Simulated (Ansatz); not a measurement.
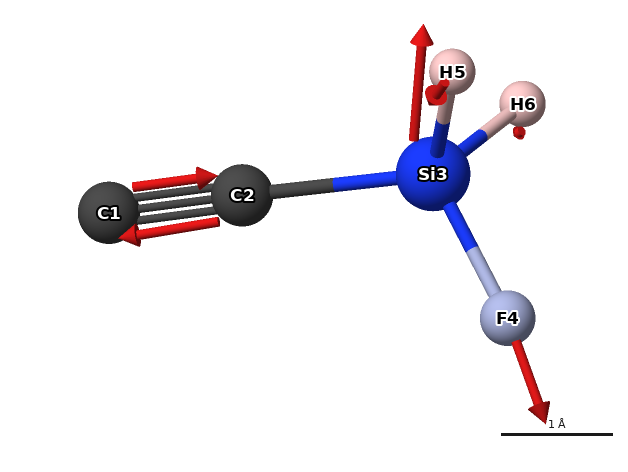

Arrows show the forces on the atoms, 0.3 Å of arrow for 1 eV/Å; forces under a tenth of the largest aren't drawn. Charge 0, doublet. Level of theory: PBE0-D4/def2-TZVPP (Ansatz 0.2.0).

> On which atom is the force largest, and how large is it?

On Si3: 3.69 eV/Å.

List the force components in the frame of the picture (x right, y up, z towards the viewer), in eV/Å.

| atom | Fx | Fy | Fz |
| --- | --- | --- | --- |
| C1 | 2.57 | 0.35 | 0.52 |
| C2 | −3.04 | −0.51 | −0.70 |
| Si3 | 0.29 | 3.51 | 1.08 |
| F4 | 0.90 | −2.50 | 0.44 |
| H5 | −0.48 | −0.69 | −1.08 |
| H6 | −0.24 | −0.16 | −0.26 |
